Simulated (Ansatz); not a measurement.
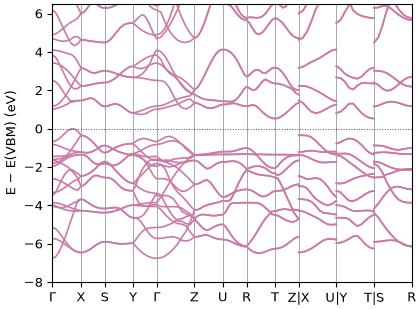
Figure: Band structure from r²SCAN in the plane-wave PAW code Ansatz

### Question
Read off the gap and where the band edges lie.

### Answer
About 0.5 eV (0.52 eV by a search for the band edges); maximum on the Γ–X line, 71 % of the way from Γ, minimum at T.

The material is Te₂Ru in space group Pnnm (No. 58; Te on 4g, Ru on 2a).

The workflow started from a Materials Project entry (that database holds measured and hypothetical structures alike); the Crystallography Open Database files this formula in space group No. 58, but the cells were not matched. Whether it is the stable phase at ambient conditions was not checked. Symmetry was held in the r²SCAN relaxation; its stability against distortions is not shown here. The run is not spin-polarised. Scalar-relativistic: spin–orbit coupling is off unless named, which matters more the heavier the elements.

Potentials: the later of the program's two PAW sets.
